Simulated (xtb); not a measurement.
## Geometry relaxation, with input and output: C$_{3}$H$_{6}$AlF (part 2 of 3)

The same run, continued: C$_{3}$H$_{6}$AlF, SMILES [F][AlH][CH]1CC1; GFN2-xTB, ALPB solvent dioxane (xtb 6.7.1). The input holds or restrains some coordinates. The geometry comes from this level: GFN2-xTB.

Geometry of the input (Å):
```
F  -2.1591  1.6985  0.1533
Al -0.5903  1.6728  0.6609
C  0.5885  0.1358  0.2555
C  -0.0233  -1.2548  0.2214
C  0.3835  -0.6101  -1.0523
H  -0.1530  2.9054  1.4432
H  1.6244  0.1473  0.5929
H  0.5637  -2.0807  0.5967
H  -1.0846  -1.3543  0.4147
H  1.2549  -0.9848  -1.5701
H  -0.4047  -0.2751  -1.7162
```

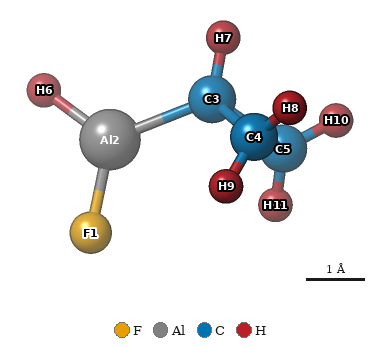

*The geometry at step 2 of the log (ball-and-stick view, seen at a tilt; atoms are numbered from 1 in the order of the input).*

Log, continued
```
 iter      E             dE          RMSdq      gap      omega  full diag
   1    -15.5047387 -0.155047E+02  0.103E-01    4.22       0.0  T
   2    -15.5047393 -0.594419E-06  0.603E-02    4.22       1.0  T
   3    -15.5047392  0.421088E-07  0.101E-02    4.22       3.0  T
   4    -15.5047393 -0.248801E-07  0.423E-03    4.22       7.1  T
   5    -15.5047393 -0.563657E-07  0.111E-03    4.22      27.1  T
   6    -15.5047393 -0.104192E-09  0.565E-04    4.22      53.4  T
   7    -15.5047393 -0.232905E-09  0.107E-04    4.22     282.4  T
     SCC iter.                  ...        0 min,  0.002 sec
     gradient                   ...        0 min,  0.001 sec
 * total energy  :   -15.3373393 Eh     change       -0.9878621E-05 Eh
   gradient norm :     0.0005985 Eh/α   predicted    -0.4948753E-05 ( -49.90%)
   displ. norm   :     0.0417586 α      lambda       -0.5581093E-05
   maximum displ.:     0.0367857 α      in ANC's #2, #1, #3, ...

   *** GEOMETRY OPTIMIZATION CONVERGED AFTER 6 ITERATIONS ***

------------------------------------------------------------------------
 total energy gain   :        -0.0025277 Eh       -1.5862 kcal/mol
 total RMSD          :         0.0832191 a0        0.0440 Å
 total power (kW/mol):        -1.1060991 (step) -261.5353 (real)
------------------------------------------------------------------------

 ANCopt (total)                0 d,  0 h,  0 min,  0.025 sec
 optimizer setup                ...        0 min,  0.000 sec (  0.168%)
 model hessian                  ...        0 min,  0.001 sec (  2.399%)
 ANC generation                 ...        0 min,  0.000 sec (  0.745%)
 coordinate transformation      ...        0 min,  0.000 sec (  0.087%)
 single point calculation       ...        0 min,  0.023 sec ( 92.437%)
 optimization log               ...        0 min,  0.000 sec (  1.197%)
 hessian update                 ...        0 min,  0.000 sec (  0.113%)
 rational function              ...        0 min,  0.000 sec (  1.545%)

================
 final structure:
================
11
 xtb: 6.7.1 (unknown-commit)
F           -2.17083197621232        1.69041881214227        0.17534014580236
Al          -0.59296204480504        1.66641658513935        0.66828592670754
C            0.60076746179384        0.14632151541588        0.24524453640690
C            0.00563351885971       -1.24649980479866        0.23793584457165
C            0.39542809596227       -0.61662263527912       -1.05167486861467
H           -0.17413641866843        2.91336335598510        1.44840242119997
H            1.64228891808092        0.18632273241223        0.56536556638371
H            0.48582336863223       -2.15148192934901        0.57857052031218
H           -1.06729245119279       -1.30032472468725        0.41663130680541
H            1.27170199060079       -0.98769621325142       -1.56377185277249
H           -0.39642046305116       -0.30021769372938       -1.72033954680258

 Bond Distances (Angstroems)
 ---------------------------
F1-Al2=1.6533        Al2-F1=1.6533        Al2-C3=1.9785        Al2-H6=1.5293        C3-Al2=1.9785        C3-C4=1.5147
C3-C5=1.5186         C3-H7=1.0903         C4-C3=1.5147         C4-C5=1.4872         C4-H8=1.0796         C4-H9=1.0890
C5-C3=1.5186         C5-C4=1.4872         C5-H10=1.0806        C5-H11=1.0836        H6-Al2=1.5293        H7-C3=1.0903
H8-C4=1.0796         H9-C4=1.0890         H10-C5=1.0806        H11-C5=1.0836
 C  H  Rav=1.0847 sigma=0.0043  Rmin=1.0796  Rmax=1.0903     5
 C  C  Rav=1.5068 sigma=0.0140  Rmin=1.4872  Rmax=1.5186     3
 Al H  Rav=1.5293 sigma=0.0000  Rmin=1.5293  Rmax=1.5293     1
 Al C  Rav=1.9785 sigma=0.0000  Rmin=1.9785  Rmax=1.9785     1
 Al F  Rav=1.6533 sigma=0.0000  Rmin=1.6533  Rmax=1.6533     1

 selected bond angles (degree)
 --------------------
C3-Al2-F1=121.55               H6-Al2-F1=113.68               H6-Al2-C3=124.77               C4-C3-Al2=118.06
C5-C3-Al2=119.14               C5-C3-C4= 58.72                H7-C3-Al2=119.04               H7-C3-C4=114.23
H7-C3-C5=113.47                C5-C4-C3= 60.77                H8-C4-C3=126.48                H8-C4-C5=120.80
H9-C4-C3=115.58                H9-C4-C5=114.93                H9-C4-H8=110.18                C4-C5-C3= 60.51
H10-C5-C3=117.88               H10-C5-C4=118.56               H11-C5-C3=118.63               H11-C5-C4=117.85
H11-C5-H10=113.60

 selected dihedral angles (degree)
 ---------------------------------
C4-C3-Al2-F1=324.11           C4-C3-Al2-H6=144.69           C5-C3-Al2-F1= 32.00           C5-C3-Al2-H6=212.58
H7-C3-Al2-F1=178.22           H7-C3-Al2-H6=358.80           C5-C4-C3-Al2=108.77           C5-C4-C3-H7=256.25
H8-C4-C3-Al2=217.20           H8-C4-C3-C5=108.42            H8-C4-C3-H7=  4.67            H9-C4-C3-Al2=  3.25
H9-C4-C3-C5=254.48            H9-C4-C3-H7=150.73            C4-C5-C3-Al2=253.05           C4-C5-C3-H7=105.06
H10-C5-C3-Al2=144.26          H10-C5-C3-C4=251.21           H10-C5-C3-H7=356.27           H11-C5-C3-Al2=  0.68
H11-C5-C3-C4=107.63           H11-C5-C3-H7=212.68           C3-C5-C4-H8=242.64            C3-C5-C4-H9=106.59
H10-C5-C4-C3=107.68           H10-C5-C4-H8=350.32           H10-C5-C4-H9=214.27           H11-C5-C4-C3=251.12
H11-C5-C4-H8=133.76           H11-C5-C4-H9=357.71
           -------------------------------------------------
          |                Final Singlepoint                |
           -------------------------------------------------

          ...................................................
          :                      SETUP                      :
          :.................................................:
          :  # basis functions                  32          :
          :  # atomic orbitals                  31          :
          :  # shells                           17          :
          :  # electrons                        28          :
          :  max. iterations                   250          :
          :  Hamiltonian                  GFN2-xTB          :
          :  restarted?                      false          :
          :  GBSA solvation                   true          :
          :  PC potential                    false          :
          :  electronic temp.          300.0000000     K    :
          :  accuracy                    1.0000000          :
          :  -> integral cutoff          0.2500000E+02      :
          :  -> integral neglect         0.1000000E-07      :
          :  -> SCF convergence          0.1000000E-05 Eh   :
          :  -> wf. convergence          0.1000000E-03 e    :
          :  Broyden damping             0.4000000          :
          :  net charge                          0          :
          :  unpaired electrons                  0          :
          ...................................................

 iter      E             dE          RMSdq      gap      omega  full diag
   1    -15.5047393 -0.155047E+02  0.428E-05    4.22       0.0  T
   2    -15.5047393 -0.117417E-11  0.280E-05    4.22    1078.2  T
   3    -15.5047393 -0.362377E-12  0.176E-05    4.22    1713.5  T

   *** convergence criteria satisfied after 3 iterations ***

         #    Occupation            Energy/Eh            Energy/eV
      -------------------------------------------------------------
         1        2.0000           -0.8044673             -21.8907
       ...           ...                  ...                  ...
         8        2.0000           -0.5064155             -13.7803
         9        2.0000           -0.4908241             -13.3560
        10        2.0000           -0.4543205             -12.3627
        11        2.0000           -0.4447175             -12.1014
        12        2.0000           -0.4257693             -11.5858
        13        2.0000           -0.4197033             -11.4207
        14        2.0000           -0.3872621             -10.5379 (HOMO)
        15                         -0.2320407              -6.3141 (LUMO)
        16                         -0.1882389              -5.1222
        17                         -0.1291868              -3.5154
        18                         -0.1048452              -2.8530
        19                         -0.0827766              -2.2525
       ...                                ...                  ...
        31                          1.1439920              31.1296
      -------------------------------------------------------------
                  HL-Gap            0.1552214 Eh            4.2238 eV
             Fermi-level           -0.3096514 Eh           -8.4260 eV

 SCC (total)                   0 d,  0 h,  0 min,  0.003 sec
 SCC setup                      ...        0 min,  0.000 sec (  5.502%)
 Dispersion                     ...        0 min,  0.000 sec (  0.688%)
 classical contributions        ...        0 min,  0.000 sec (  0.255%)
 integral evaluation            ...        0 min,  0.001 sec ( 19.647%)
 iterations                     ...        0 min,  0.001 sec ( 30.466%)
 molecular gradient             ...        0 min,  0.001 sec ( 41.470%)
 printout                       ...        0 min,  0.000 sec (  1.507%)

         :::::::::::::::::::::::::::::::::::::::::::::::::::::
         ::                     SUMMARY                     ::
         :::::::::::::::::::::::::::::::::::::::::::::::::::::
         :: total energy             -15.337339292129 Eh    ::
         :: w/o Gsasa/hb/shift       -15.330354937590 Eh    ::
         :: gradient norm              0.000599122976 Eh/a0 ::
         :: HOMO-LUMO gap              4.223789952401 eV    ::
         ::.................................................::
         :: SCC energy               -15.504733652123 Eh    ::
         :: -> isotropic ES            0.041354079285 Eh    ::
         :: -> anisotropic ES          0.004204989127 Eh    ::
         :: -> anisotropic XC          0.000564278428 Eh    ::
         :: -> dispersion             -0.005239580536 Eh    ::
         :: -> Gsolv                  -0.008705225850 Eh    ::
         ::    -> Gelec               -0.001720871311 Eh    ::
         ::    -> Gsasa               -0.009237847916 Eh    ::
         ::    -> Ghb                 -0.000517614600 Eh    ::
         ::    -> Gshift               0.002771107977 Eh    ::
         :: repulsion energy           0.165301834980 Eh    ::
         :: add. restraining           0.002092525014 Eh    ::
         :: total charge               0.000000000000 e     ::
         :::::::::::::::::::::::::::::::::::::::::::::::::::::

           -------------------------------------------------
          |                Property Printout                |
           -------------------------------------------------

    * Orbital Energies and Occupations

         #    Occupation            Energy/Eh            Energy/eV
      -------------------------------------------------------------
         1        2.0000           -0.8044673             -21.8907
         2        2.0000           -0.6372434             -17.3403
         3        2.0000           -0.5634609             -15.3326
         4        2.0000           -0.5555010             -15.1160
         5        2.0000           -0.5304227             -14.4335
         6        2.0000           -0.5147416             -14.0068
         7        2.0000           -0.5072084             -13.8018
         8        2.0000           -0.5064155             -13.7803
         9        2.0000           -0.4908241             -13.3560
        10        2.0000           -0.4543205             -12.3627
        11        2.0000           -0.4447175             -12.1014
        12        2.0000           -0.4257693             -11.5858
        13        2.0000           -0.4197033             -11.4207
        14        2.0000           -0.3872621             -10.5379 (HOMO)
        15                         -0.2320407              -6.3141 (LUMO)
        16                         -0.1882389              -5.1222
        17                         -0.1291868              -3.5154
        18                         -0.1048452              -2.8530
        19                         -0.0827766              -2.2525
        20                         -0.0701202              -1.9081
        21                          0.0062147               0.1691
        22                          0.1254972               3.4150
        23                          0.1530404               4.1644
        24                          0.1613194               4.3897
        25                          0.2431502               6.6165
       ...                                ...                  ...
        31                          1.1439920              31.1296
      -------------------------------------------------------------
                  HL-Gap            0.1552214 Eh            4.2238 eV
             Fermi-level           -0.3096514 Eh           -8.4260 eV

     #   Z          covCN         q      C6AA      α(0)
     1   9          0.672    -0.267    11.971     4.084
     2  13          2.422     0.435    96.983    20.456
     3   6          3.714    -0.130    23.130     6.872
     4   6          3.819    -0.059    21.629     6.619
     5   6          3.816    -0.061    21.659     6.624
     6   1          0.885    -0.140     7.221     4.206
     7   1          0.925     0.051     2.305     2.374
     8   1          0.926     0.041     2.435     2.440
     9   1          0.925     0.043     2.407     2.426
    10   1          0.926     0.040     2.442     2.444
    11   1          0.925     0.046     2.370     2.407

 Mol. C6AA /au·bohr⁶  :       1385.039381
 Mol. C8AA /au·bohr⁸  :      47716.047933
 Mol. α(0) /au        :         60.952068

Wiberg/Mayer (AO) data.
largest (>0.10) Wiberg bond orders for each atom

 ---------------------------------------------------------------------------
     #   Z sym  total        # sym  WBO       # sym  WBO       # sym  WBO
 ---------------------------------------------------------------------------
     1   9      1.296 --     2      1.244
     2  13      3.380 --     1      1.244     3      1.000     6      0.885
     3   6      3.897 --     2      1.000     7      0.935     4      0.934
                             5      0.930
     4   6      3.952 --     5      1.003     8      0.976     9      0.960
                             3      0.934
     5   6      3.951 --     4      1.003    10      0.978    11      0.962
                             3      0.930
     6   1      0.980 --     2      0.885
     7   1      0.997 --     3      0.935
     8   1      0.998 --     4      0.976
     9   1      0.998 --     4      0.960
    10   1      0.998 --     5      0.978
    11   1      0.998 --     5      0.962
 ---------------------------------------------------------------------------

Topologies differ in total number of bonds
Writing topology from bond orders to xtbtopo.mol

molecular dipole:
                 x           y           z       tot (Debye)
 q only:        0.633      -0.435      -0.024
   full:        0.709      -0.531      -0.044       2.254
molecular quadrupole (traceless):
                xx          xy          yy          xz          yz          zz
 q only:       -2.370       3.280      -0.528      -0.207      -1.041       2.898
  q+dip:       -1.351       2.171      -0.343      -0.043      -0.695       1.694
   full:       -2.732       3.347      -1.665      -1.296      -3.253       4.397

           -------------------------------------------------
          |                Geometry Summary                 |
           -------------------------------------------------

      molecular mass/u    :       88.0597939
   center of mass at/Å    :       -0.4932184       0.6223572       0.1619037
  moments of inertia/u·Å² :        0.6104976E+02   0.2163325E+03   0.2381534E+03
rotational constants/cm⁻¹ :        0.2761294E+00   0.7792466E-01   0.7078477E-01

 * 11 selected distances

     #   Z          #   Z                                           value/Å
     1   9          2  13                                         1.6532531
     2  13          3   6                                         1.9785459 (max)
     3   6          4   6                                         1.5146582
     3   6          5   6                                         1.5186337
     4   6          5   6                                         1.4872059
     2  13          6   1                                         1.5293375
     3   6          7   1                                         1.0903416
     4   6          8   1                                         1.0796329 (min)
     4   6          9   1                                         1.0890361
     5   6         10   1                                         1.0806457
     5   6         11   1                                         1.0836277

 * 5 distinct bonds (by element types)

   Z      Z             #   av. dist./Å        max./Å        min./Å
   1 H    6 C           5     1.0846568     1.0903416     1.0796329
   6 C    6 C           3     1.5068326     1.5186337     1.4872059
   1 H   13 Al          1     1.5293375     1.5293375     1.5293375
   6 C   13 Al          1     1.9785459     1.9785459     1.9785459
   9 F   13 Al          1     1.6532531     1.6532531     1.6532531

optimized geometry written to: xtbopt.xyz

           -------------------------------------------------
          | TOTAL ENERGY              -15.337339292129 Eh   |
          | GRADIENT NORM               0.000599122976 Eh/α |
          | HOMO-LUMO GAP               4.223789952401 eV   |
           -------------------------------------------------

------------------------------------------------------------------------
------------------------------------------------------------------------
 total:
 *  cpu-time:     0 d,  0 h,  0 min,  0.042 sec
 * ratio c/w:     1.000 speedup
 SCF:
 *  cpu-time:     0 d,  0 h,  0 min,  0.006 sec
 * ratio c/w:     1.000 speedup
 ANC optimizer:
 *  cpu-time:     0 d,  0 h,  0 min,  0.029 sec
 * ratio c/w:     1.000 speedup
```

File xtbopt.xyz
```
11
 energy: -15.337339292129 gnorm: 0.000599122976 xtb: 6.7.1 (unknown-commit)
F           -2.17083197621232        1.69041881214227        0.17534014580236
Al          -0.59296204480504        1.66641658513935        0.66828592670754
C            0.60076746179384        0.14632151541588        0.24524453640690
C            0.00563351885971       -1.24649980479866        0.23793584457165
C            0.39542809596227       -0.61662263527912       -1.05167486861467
H           -0.17413641866843        2.91336335598510        1.44840242119997
H            1.64228891808092        0.18632273241223        0.56536556638371
H            0.48582336863223       -2.15148192934901        0.57857052031218
H           -1.06729245119279       -1.30032472468725        0.41663130680541
H            1.27170199060079       -0.98769621325142       -1.56377185277249
H           -0.39642046305116       -0.30021769372938       -1.72033954680258
```

Standard error
```
normal termination of xtb
```

Trajectory as extended XYZ (Å, eV, eV/Å), 6 frames, from step=0 to step=5
```
11
Properties=species:S:1:pos:R:3 step=0 energy=-417.28148
F    -2.1591    1.6985    0.1533
Al   -0.5903    1.6728    0.6609
C     0.5885    0.1358    0.2555
C    -0.0233   -1.2548    0.2214
C     0.3835   -0.6101   -1.0523
H    -0.1530    2.9054    1.4432
H     1.6244    0.1473    0.5929
H     0.5637   -2.0807    0.5967
H    -1.0846   -1.3543    0.4147
H     1.2549   -0.9848   -1.5701
H    -0.4047   -0.2751   -1.7162
11
Properties=species:S:1:pos:R:3 step=1 energy=-417.33912
F    -2.1634    1.7019    0.1578
Al   -0.5902    1.6812    0.6568
C     0.5888    0.1468    0.2525
C    -0.0039   -1.2525    0.2357
C     0.3894   -0.6140   -1.0468
H    -0.1628    2.9176    1.4455
H     1.6248    0.1686    0.5884
H     0.5295   -2.1346    0.5659
H    -1.0680   -1.3427    0.4203
H     1.2589   -0.9885   -1.5677
H    -0.4031   -0.2838   -1.7084
11
Properties=species:S:1:pos:R:3 step=2 energy=-417.34744
F    -2.1650    1.7033    0.1577
Al   -0.5974    1.6664    0.6781
C     0.5926    0.1464    0.2513
C     0.0059   -1.2519    0.2389
C     0.3928   -0.6135   -1.0481
H    -0.1645    2.9238    1.4343
H     1.6316    0.1808    0.5801
H     0.5039   -2.1565    0.5645
H    -1.0624   -1.3268    0.4216
H     1.2654   -0.9812   -1.5684
H    -0.4029   -0.2908   -1.7101
11
Properties=species:S:1:pos:R:3 step=3 energy=-417.34807
F    -2.1699    1.6964    0.1706
Al   -0.5878    1.6765    0.6500
C     0.5972    0.1452    0.2486
C     0.0092   -1.2506    0.2411
C     0.3940   -0.6155   -1.0489
H    -0.1743    2.9114    1.4537
H     1.6392    0.1886    0.5695
H     0.4868   -2.1622    0.5734
H    -1.0631   -1.3117    0.4213
H     1.2700   -0.9798   -1.5658
H    -0.4015   -0.2982   -1.7136
```
